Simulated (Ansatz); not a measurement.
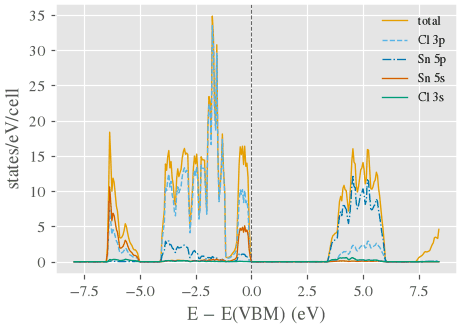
Figure: Total and projected density of states of SnCl$_{2}$ in space group Pnma (No. 62; Sn on 4c, Cl on 4c, Cl on 4c), r²SCAN+D4 (plane waves, PAW; program Ansatz)

Problem. Which orbitals carry the states next to the gap?

Solution. Top 1 eV of the valence band: Cl 3p 63 %, Sn 5s 30 %, Sn 5p 6 %. Bottom 1 eV of the conduction band: Sn 5p 76 %, Cl 3p 12 %, Cl 3s 6 %, outside the projected shells 5 %. Projections are on Löwdin-orthogonalised atomic valence shells; empty p or d shells of many metals are not among them.

Problem. Where is the tallest occupied peak in this window, and what makes it?

Solution. Near -1.8 eV, about 35 states/eV per cell; the largest projected share is Cl 3p.

The workflow started from a Materials Project entry (that database holds measured and hypothetical structures alike); the Crystallography Open Database files this formula in space group No. 62, but the cells were not matched. Whether it is the stable phase at ambient conditions was not checked. Symmetry was held in the r²SCAN+D4 relaxation; whether a distortion lowers the energy is not shown. Spin–orbit coupling is left out wherever it is not named.

Potentials: the later of the program's two PAW sets.
